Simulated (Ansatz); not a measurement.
**Two runs on CHAlClNO**

System: CHAlClNO.
Method of run 1: RKS revPBE-D4/def2-TZVPP (Ansatz 0.2.0).

The geometry comes from this level: PBE0-D4/def2-TZVP. Text and figures count atoms from 1; the logs count them from 0 in places.

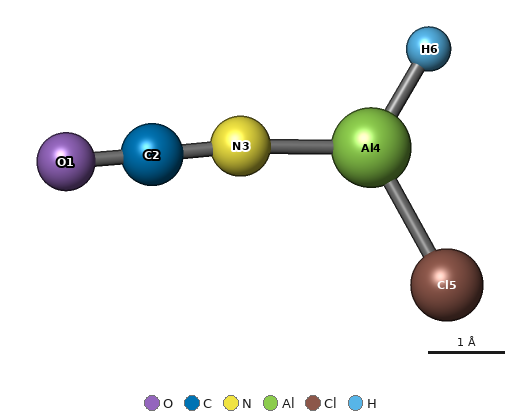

**Figure 1.** The structure as given in the input (ball-and-stick view, seen at a tilt; atoms are numbered from 1 in the order of the input). Sticks mark near contacts.

**The input, run 1**
```yaml
crystal:
  periodic: [false, false, false]
  atoms:
    - {symbol: O, position_ang: [-0.593587, -1.778813, -2.271408]}
    - {symbol: C, position_ang: [-0.424167, -1.086597, -1.351587]}
    - {symbol: N, position_ang: [-0.264019, -0.376865, -0.401556]}
    - {symbol: Al, position_ang: [0.146900, 0.686507, 0.934362]}
    - {symbol: Cl, position_ang: [2.090231, 1.431777, 1.025264]}
    - {symbol: H, position_ang: [-0.913260, 1.060091, 2.018723]}
basis:
  gaussian: {orbitals: def2-TZVPP}
hamiltonian: {xc: {name: revPBE}, dispersion: d4}
output: {orbitals: {seedname: orbitals}}
```

Hardware: 2 CPU threads, shared host.

**Output (run 1)**
```
Functional definition: revPBE
  parameter kappa = 1.245
  parameter beta = 0.06672455060314922
  exchange = pbe_x(kappa = kappa, mu = beta*pi^2/3)
  correlation = pbe_c(beta = beta)
1108 factors; their error is unknown
mean field evaluation 1: about -23701.5768 eV, gradient 7.0e1 eV
mean field evaluation 2: about -23675.1961 eV, gradient 1.2e2 eV
mean field evaluation 4: about -23710.4296 eV, gradient 8.6e0 eV
mean field evaluation 8: about -23710.5742 eV, gradient 1.4e-1 eV
mean field evaluation 16: about -23710.5596 eV, gradient 9.9e-5 eV
mean field -23710.55959111 eV, -871.3469933789 hartree, gradient 5.8e-5 eV, S^2 0.000000; 0 other end points of the search recorded, 0 dependent functions left out
reference -23710.55964160 eV, -871.3469952342 hartree; 26, 26 occupied and 165, 165 virtual orbitals, 1108 factors
Total energy: -23710.93167120 eV, -871.3606670700 hartree
```

The input of run 2 differs as follows (lines with − go, lines with + come):
```diff
-hamiltonian: {xc: {name: revPBE}, dispersion: d4}
+hamiltonian: {xc: lda}
```

What does this change do to the results?

The total energies belong to different models, so their difference says nothing on which is more stable or more accurate. The HOMO goes from −7.41 to −7.72 eV. The LUMO goes from −2.19 to −2.60 eV.

**Output (run 2)**
```
Functional definition: SPW92
  exchange = slater_x
  correlation = pw_c
1108 factors; their error is unknown
mean field evaluation 1: about -23601.3574 eV, gradient 7.2e1 eV
mean field evaluation 2: about -23571.0731 eV, gradient 1.3e2 eV
mean field evaluation 4: about -23610.5446 eV, gradient 9.1e0 eV
mean field evaluation 8: about -23610.7015 eV, gradient 1.5e-1 eV
mean field evaluation 16: about -23610.6872 eV, gradient 2.1e-4 eV
mean field -23610.68722063 eV, -867.6767514594 hartree, gradient 3.4e-5 eV, S^2 0.000000; 0 other end points of the search recorded, 0 dependent functions left out
reference -23610.68725833 eV, -867.6767528452 hartree; 26, 26 occupied and 165, 165 virtual orbitals, 1108 factors
Total energy: -23610.68725833 eV, -867.6767528452 hartree
```

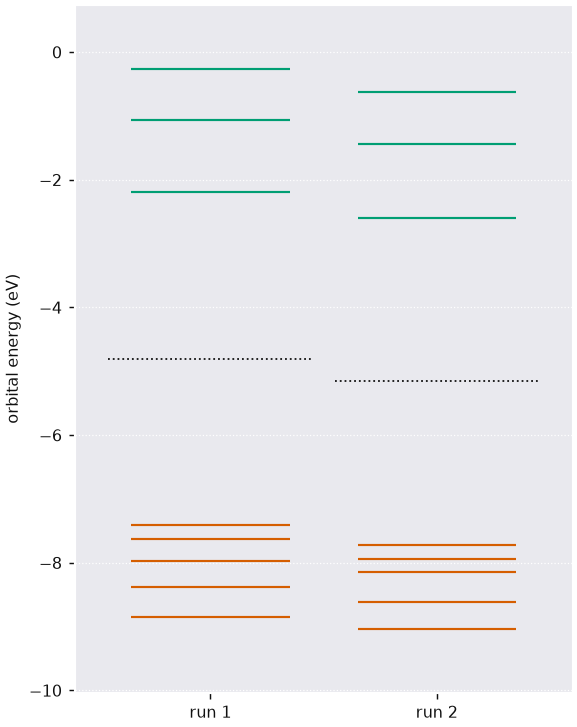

**Figure 2.** The five highest filled and three lowest empty orbital energies of the two runs; the dotted lines part filled from empty levels. The HOMO–LUMO gap is 5.22 eV in run 1 and 5.12 eV in run 2.

**The two runs side by side**

```tsv
quantity	run 1	run 2
outcome	converged	converged
total energy (hartree)	−871.360667	−867.676753
HOMO (eV)	−7.41	−7.72
LUMO (eV)	−2.19	−2.60
basis functions	191	191
wall time (shared host)	3.1 s	1.6 s
```
